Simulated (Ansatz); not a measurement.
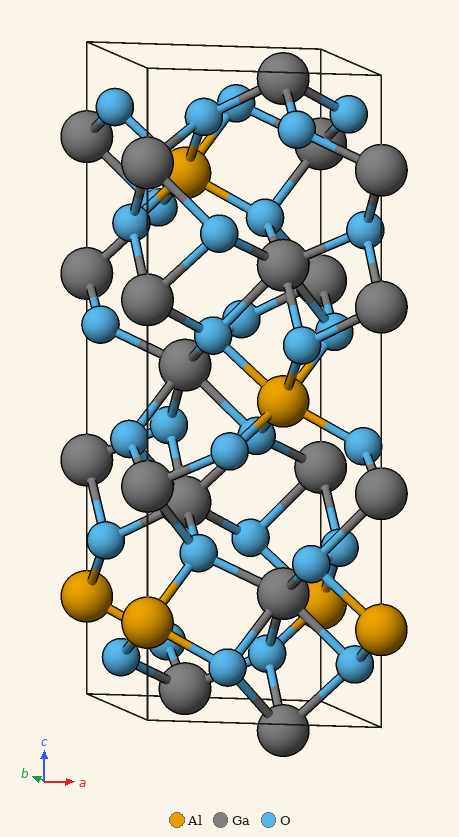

The crystal in a ball-and-stick representation, seen slightly off an axis. The conventional unit cell is outlined; an atom on or near a face, edge or corner is repeated at each equivalent position.

AlGa$_{3}$O$_{6}$, space group R3 (No. 146), a = 4.929 Å, b = 4.929 Å, c = 13.325 Å, α = 90.00°, β = 90.00°, γ = 120.00°. The structure comes from a structure type filled with these elements by a generator (whether the compound takes this form wasn't checked). Earlier steps of the study may have refined or changed the cell and positions. It was run through Ansatz as a DFT input.

This one geometry was computed with Ansatz (DFT, plane waves, PAW) at five levels of theory: PBE, HSE06, PBE with spin-orbit coupling, PBE0 and r2SCAN. It was relaxed beforehand with r2SCAN.

Which level gives the highest pressure at this volume, and what does that say about its equilibrium volume?

Highest: PBE (9.0 GPa) and PBE with spin-orbit coupling (9.0 GPa), which points to the largest equilibrium volume. Lowest, with the smallest volume: HSE06 (-0.5 GPa) and PBE0 (-0.6 GPa). Levels within 0.5 GPa of each other can't be told apart.

How does the band gap change with the level of theory?

PBE with spin-orbit coupling: a gap of 3.48 eV, indirect; PBE: a gap of 3.48 eV, indirect; r2SCAN: a gap of 4.20 eV, indirect; HSE06: a gap of 5.27 eV, indirect; PBE0: a gap of 5.99 eV, indirect.

Collect the results in a table.

| level | cutoff (eV) | k-mesh of the run's cell | gap (eV) | pressure (GPa) |
| --- | --- | --- | --- | --- |
| PBE | 420 | 6×6×6 | 3.48 | 9.0 |
| HSE06 | 420 | 4×4×4 | 5.27 | -0.5 |
| PBE with spin-orbit coupling | 420 | 6×6×6 | 3.48 | 9.0 |
| PBE0 | 420 | 4×4×4 | 5.99 | -0.6 |
| r2SCAN | 500 | 6×6×6 | 4.20 | 0.0 |

Gaps are taken on the k-mesh or band path of each run.
